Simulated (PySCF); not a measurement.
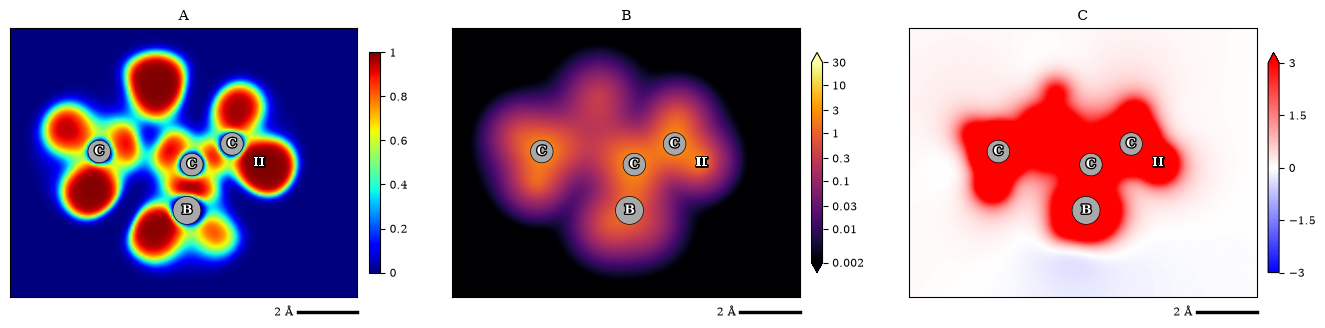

C₅H₁₂BFSi: 3 fields on the plane of atoms C2, C6 and H18, with unlabelled colour scales. Grey discs cover the atomic cores.

Geometry: GFN2-xTB.

Theory: PySCF, PBE0/pcSseg-1, SCF density, gas phase, non-relativistic.

```yaml
atoms:
  - { symbol: B, position_ang: [-1.3359, 1.1565, -0.8065] }
  - { symbol: C, position_ang: [-0.9454, -0.0263, 0.1075] }
  - { symbol: Si, position_ang: [0.9477, -0.2947, 0.1506] }
  - { symbol: C, position_ang: [1.6021, -0.6308, -1.6006] }
  - { symbol: C, position_ang: [1.7708, 1.2397, 0.9126] }
  - { symbol: C, position_ang: [-1.6848, -0.3624, 1.3812] }
  - { symbol: C, position_ang: [-1.7465, -1.2824, 0.2083] }
  - { symbol: F, position_ang: [-2.9266, -1.3654, -0.4820] }
  - { symbol: H, position_ang: [-1.5374, 2.2136, -0.3453] }
  - { symbol: H, position_ang: [-1.3695, 1.0114, -1.9668] }
  - { symbol: H, position_ang: [1.1893, -1.4707, 1.0136] }
  - { symbol: H, position_ang: [1.0982, -1.4759, -2.0598] }
  - { symbol: H, position_ang: [2.6654, -0.8492, -1.5852] }
  - { symbol: H, position_ang: [1.4510, 0.2295, -2.2464] }
  - { symbol: H, position_ang: [2.8422, 1.0985, 1.0147] }
  - { symbol: H, position_ang: [1.6112, 2.1182, 0.2937] }
  - { symbol: H, position_ang: [1.3728, 1.4593, 1.8987] }
  - { symbol: H, position_ang: [-2.5771, 0.2026, 1.6081] }
  - { symbol: H, position_ang: [-1.1410, -0.6947, 2.2543] }
  - { symbol: H, position_ang: [-1.2917, -2.2659, 0.2461] }
```

**The panels show electron density, electron localisation function and electrostatic potential in some order. Assign them.**

Panel A: electron localisation function. Panel B: electron density. Panel C: electrostatic potential (strongly positive close to the atoms and fading to about zero outside). From the grid: C–C (1.51 Å): the density is about 1.5 e/Å³ at the midpoint; the ELF peaks at about 0.85 between the atoms: a covalent bond. C–B (1.54 Å): ρ is about 1.4 e/Å³ halfway; the ELF peaks at about 0.95 between the atoms (a shared electron pair).
